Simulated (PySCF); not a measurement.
# Si3H8O (SMILES [SiH3]O[SiH2][SiH3]) at 6 levels

Wanted: a comparison of 6 runs (HF/STO-3G, HF/3-21G, B3LYP/6-31G*, B2PLYP/cc-pVDZ, wB97M-V/cc-pVDZ, SCS-MP2/cc-pVDZ) of Si3H8O. The job is set up through a Python script.

The results are computed with PySCF 2.14.0.

1 further run of the same task is left out (set aside as unsound or not needed).

**1. The structure to begin with**

Si3H8O has 12 atoms, charge 0, and is taken as a singlet. SMILES: `[SiH3]O[SiH2][SiH3]`. Geometry: relaxed at PBE0-D4/def2-TZVP. This is one conformer, not always the lowest.

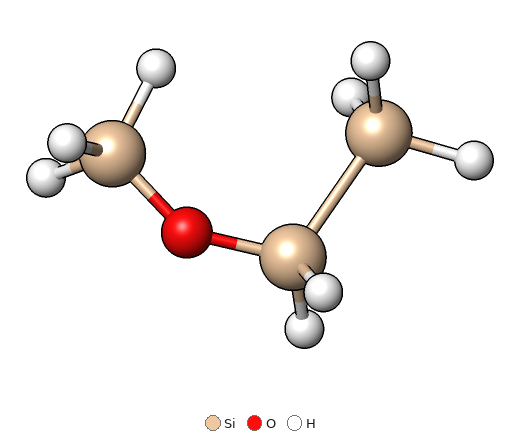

The structure, seen from a chosen angle (silicon light orange, oxygen red, hydrogen white).

**2. The energy at HF/STO-3G (run 1)**

Input file job.py:

```python
# [SiH3]O[SiH2][SiH3]
from pyscf import gto

system = gto.M(
    atom=[
    ('Si', (-0.850500, 1.999900, -0.086300)),
    ('O', (-0.424100, 0.848200, 0.991300)),
    ('Si', (0.225100, -0.644500, 1.193500)),
    ('Si', (0.750800, -1.650100, -0.861200)),
    ('H', (-0.575600, 1.524000, -1.469700)),
    ('H', (-2.298500, 2.292600, 0.054800)),
    ('H', (-0.067300, 3.233500, 0.173500)),
    ('H', (-0.749200, -1.490400, 1.934500)),
    ('H', (1.454200, -0.523300, 2.023800)),
    ('H', (1.749100, -0.841100, -1.611900)),
    ('H', (-0.464700, -1.805800, -1.705700)),
    ('H', (1.327600, -2.998200, -0.602500)),
],
    basis='sto-3g',
    spin=0,
    max_memory=1860,
    verbose=3,
)

mf = system.RHF()
mf.conv_tol = 1e-10
mf.kernel()
if not mf.converged:
    mf = mf.newton().run(mf.mo_coeff, mf.mo_occ)

energy = mf.e_tot
print('E(%s) = %.9f' % ('HF', energy))
```

The run is started by

```bash
$ OMP_NUM_THREADS=1 python job.py
```

The program printed:

```text
converged SCF energy = -935.344143935228
E(HF) = -935.344143935
```

It took 1.2 s on 1 thread of Intel Xeon Platinum 8259CL at 2.50GHz (Skylake/Cascade Lake), shared host; peak memory 0.12 GiB.

**3. The energy at HF/3-21G (run 2)**

Input file run.py:

```python
# [SiH3]O[SiH2][SiH3]
from pyscf import gto

mol = gto.Mole()
mol.atom = '''
Si    -1.607212     3.779263    -0.163083
O     -0.801433     1.602866     1.873286
Si     0.425377    -1.217928     2.255388
Si     1.418806    -3.118237    -1.627432
H     -1.087726     2.879943    -2.777330
H     -4.343535     4.332386     0.103557
H     -0.127179     6.110429     0.327867
H     -1.415783    -2.816448     3.655675
H      2.748040    -0.988894     3.824428
H      3.305320    -1.589449    -3.046050
H     -0.878156    -3.412467    -3.223306
H      2.508800    -5.665777    -1.138560
'''
mol.unit = 'bohr'
mol.max_memory = 1860
mol.basis = '3-21g'
mol.charge = 0
mol.verbose = 3
mol.build()

mf = mol.RHF()
mf.conv_tol = 1e-10
mf.kernel()
if not mf.converged:
    mf = mf.newton().run(mf.mo_coeff, mf.mo_occ)

energy = mf.e_tot
print(f'total energy: {energy:.8f} hartree')
```

The run is started by

```bash
$ OMP_NUM_THREADS=1 python run.py
```

The program printed:

```text
converged SCF energy = -941.334673617009
total energy: -941.33467362 hartree
```

Run time: 1.3 s. Hardware: 1 thread of Intel Xeon Platinum 8259CL at 2.50GHz (Skylake/Cascade Lake), shared host; peak memory 0.14 GiB.

Runs 3 to 5 aren't shown in full; the table further down has their settings and results.

**4. The energy at SCS-MP2/cc-pVDZ (run 6)**

Input file job.py:

```python
from pyscf import gto, scf, mp

mol = gto.M(
    atom='''
Si    -1.607212     3.779263    -0.163083
O     -0.801433     1.602866     1.873286
Si     0.425377    -1.217928     2.255388
Si     1.418806    -3.118237    -1.627432
H     -1.087726     2.879943    -2.777330
H     -4.343535     4.332386     0.103557
H     -0.127179     6.110429     0.327867
H     -1.415783    -2.816448     3.655675
H      2.748040    -0.988894     3.824428
H      3.305320    -1.589449    -3.046050
H     -0.878156    -3.412467    -3.223306
H      2.508800    -5.665777    -1.138560
''',
    unit='bohr',
    charge=0,
    max_memory=1860,
    verbose=3,
    basis='cc-pvdz',
)

mf = scf.RHF(mol)
mf.conv_tol = 1e-10
mf.kernel()
if not mf.converged:
    mf = mf.newton().run(mf.mo_coeff, mf.mo_occ)

pt = mp.MP2(mf, frozen=16).run()
e_final = mf.e_tot + 1.2 * pt.e_corr_os + pt.e_corr_ss / 3
print('E = %.10f Eh' % e_final)
```

The run is started by

```bash
$ OMP_NUM_THREADS=1 python job.py
```

The program printed:

```text
converged SCF energy = -946.377820268194
E(RMP2) = -946.865320828588  E_corr = -0.48750056039392
E(SCS-RMP2) = -946.880913205011  E_corr = -0.503092936817214
E = -946.8809132050 Eh
```

Wall time 7.8 s (1 thread of Intel Xeon Platinum 8259CL at 2.50GHz (Skylake/Cascade Lake), shared host); peak memory 0.3 GiB.

**5. All runs side by side**

```tsv
run	level	integration grid	frozen core orbitals	energy (Eh)	dipole moment (D) of the reference	HOMO energy (eV)	LUMO energy (eV)	wall time
1	HF/STO-3G	–	–	-935.344144	0.43	-7.49	10.87	1.2 s
2	HF/3-21G	–	–	-941.334674	0.64	-10.67	3.26	1.3 s
3	B3LYP/6-31G* (spherical functions)	5	–	-948.570951	0.30	-7.65	-0.39	28 s
4	B2PLYP/cc-pVDZ	5	16	-948.091698	0.34	-8.94	1.02	44 s
5	wB97M-V/cc-pVDZ	5	–	-948.438425	0.30	-9.94	1.57	3.9 min
6	SCS-MP2/cc-pVDZ	–	16	-946.880913	0.38	-10.74	3.07	7.8 s
```

**6. What came out**

```
                                           quantity          value
                                run 6: total energy  -946.88091 Eh
        run 6: dipole moment (Hartree–Fock density)         0.38 D
         run 6: HOMO energy (Hartree–Fock orbitals)      -10.74 eV
         run 6: LUMO energy (Hartree–Fock orbitals)        3.07 eV
       run 6: HOMO–LUMO gap (Hartree–Fock orbitals)       13.81 eV
run 6: correlation energy (16 core orbitals frozen)     -503.1 mEh
```

**Reading.** Over runs 1, 2, 3, 4, 5 the dipole moment (its size) runs from 0.30 D (wB97M-V/cc-pVDZ) to 0.64 D (HF/3-21G). The two ends differ in method and basis. Over runs 1, 2, 3, 4, 5 the HOMO–LUMO gap runs from 7.26 eV (B3LYP/6-31G*) to 18.35 eV (HF/STO-3G). Totals of different functionals can't be ranked against each other. In run 1 the basis is minimal, so the values are rough. All runs together took 5.3 min, the longest 3.9 min.
